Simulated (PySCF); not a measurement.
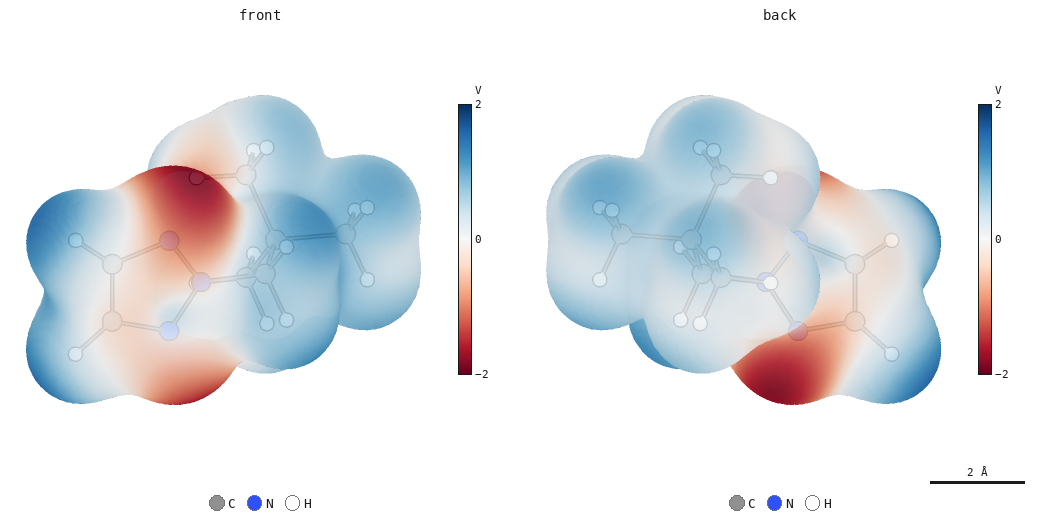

*C7H13N3. The electrostatic potential painted on the density surface at 0.004 e/bohr³, seen from the front and from behind; the colour scale runs from red (negative) to blue (positive).*

Geometry: GFN2-xTB.

The calculation used PBE0/pcSseg-1, SCF density, gas phase, non-relativistic in PySCF 2.14.0.

| atom | x (Å) | y (Å) | z (Å) |
| --- | --- | --- | --- |
| C | -2.4313 | 0.3787 | -0.6360 |
| C | -1.0814 | 0.0239 | -0.0096 |
| C | -0.9604 | -1.4931 | 0.1327 |
| C | -0.9573 | 0.6904 | 1.3604 |
| C | 0.0240 | 0.5498 | -0.9521 |
| N | 1.3451 | 0.2790 | -0.4728 |
| N | 1.9940 | 1.1048 | 0.3099 |
| C | 3.1505 | 0.5035 | 0.5500 |
| C | 3.1483 | -0.7149 | -0.1312 |
| N | 1.9905 | -0.8221 | -0.7674 |
| H | -3.2421 | 0.0246 | -0.0047 |
| H | -2.5319 | 1.4556 | -0.7498 |
| H | -2.5345 | -0.0825 | -1.6155 |
| H | 0.0024 | -1.7680 | 0.5558 |
| H | -1.7421 | -1.8728 | 0.7862 |
| H | -1.0539 | -1.9785 | -0.8357 |
| H | -1.0475 | 1.7705 | 1.2724 |
| H | 0.0047 | 0.4681 | 1.8150 |
| H | -1.7398 | 0.3313 | 2.0247 |
| H | -0.0685 | 1.6331 | -1.0563 |
| H | -0.0718 | 0.0724 | -1.9301 |
| H | 3.9016 | 0.9500 | 1.1671 |
| H | 3.8966 | -1.4770 | -0.1893 |

> Where is the surface potential most negative and most positive?

The most negative region (about −1.8 V, or −42 kcal/mol for a unit charge) lies over N7 and N10, the most positive (about +1.5 V, or +35 kcal/mol for a unit charge) over H22 and H23.
